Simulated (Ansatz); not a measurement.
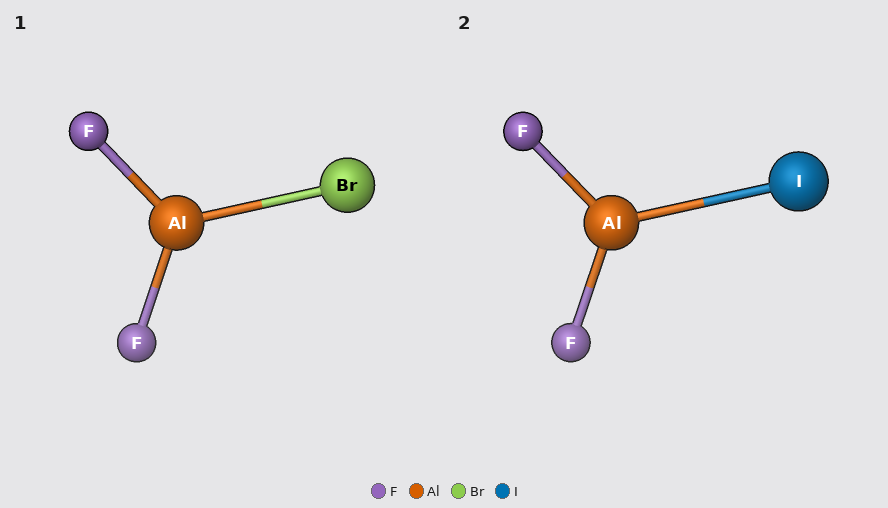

2 molecules with one skeleton, seen from the same side and at one scale. Each species is neutral and a spin singlet. Computed geometries: PBE0-D4/def2-TZVP optimisations, one conformation each. Properties computed with Ansatz 0.2.0. Elements past Kr carry core potentials.

One atom differs, called X below: Br in panel 1, I in panel 2. Their formulas are AlBrF2 (`[F][Al]([F])[Br]`), AlIF2 (`[F][Al]([F])[I]`).

**In which is the dipole moment larger (PBE0-D4/def2-TZVP)?**

In panel 2 (X = I).

**In which is the HOMO energy (Kohn–Sham orbital) higher (ωB97M-V/def2-SVP)?**

In panel 2 (X = I).

Give the values. With PBE0-D4/def2-TZVP: length of X–Al (Å), mean angle F–Al–X (°), dipole moment (D), harmonic zero-point energy (kJ/mol), harmonic X–Al stretching wavenumber (cm⁻¹). With ωB97M-V/def2-SVP: HOMO energy (Kohn–Sham orbital) (eV), HOMO–LUMO gap (eV).

```json
{"quantity": "length of X–Al (Å)", "1 (Br)": "2.216", "2 (I)": "2.429", "2 − 1": "+0.213"}
{"quantity": "mean angle F–Al–X (°)", "1 (Br)": "120.6", "2 (I)": "120.8", "2 − 1": "+0.2"}
{"quantity": "HOMO energy (Kohn–Sham orbital) (eV)", "1 (Br)": "−11.32", "2 (I)": "−10.41", "2 − 1": "+0.91"}
{"quantity": "HOMO–LUMO gap (eV)", "1 (Br)": "11.75", "2 (I)": "10.69", "2 − 1": "−1.06"}
{"quantity": "dipole moment (D)", "1 (Br)": "0.68", "2 (I)": "1.13", "2 − 1": "+0.45"}
{"quantity": "harmonic zero-point energy (kJ/mol)", "1 (Br)": "16.8", "2 (I)": "16.1", "2 − 1": "−0.7"}
{"quantity": "harmonic X–Al stretching wavenumber (cm⁻¹)", "1 (Br)": "413", "2 (I)": "365", "2 − 1": "−48"}
```
